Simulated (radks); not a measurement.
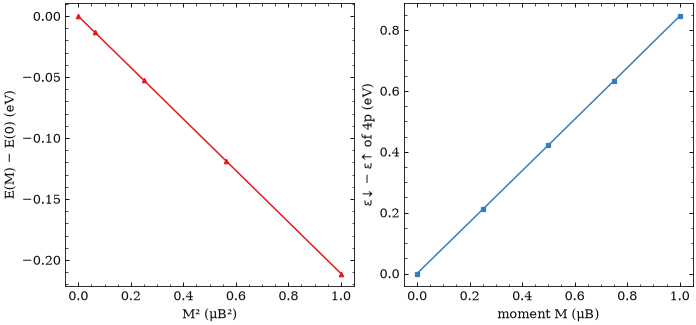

For Kr⁺ in [Ar] 3d10 4s2 4p5, the spin moment of the 4p shell is fixed at a series of values. All numbers are computed, not measured: non-relativistic Kohn-Sham, PBEsol, spin-polarised, spherical densities, point nucleus (the in-house radial solver radks). The plot shows the energy and the exchange splitting.

Describe both curves.

The energy falls with the moment, to −0.211 eV at M = 1 μB, the largest moment run; with one electron or hole in the shell the exact energy would hardly depend on M, so most of the fall is the functional's fractional-spin error. A fit E = −I M²/4 gives an exchange integral I of about 0.84 eV, and the exchange splitting grows nearly in proportion to M, to 0.846 eV (0.85 eV per μB).
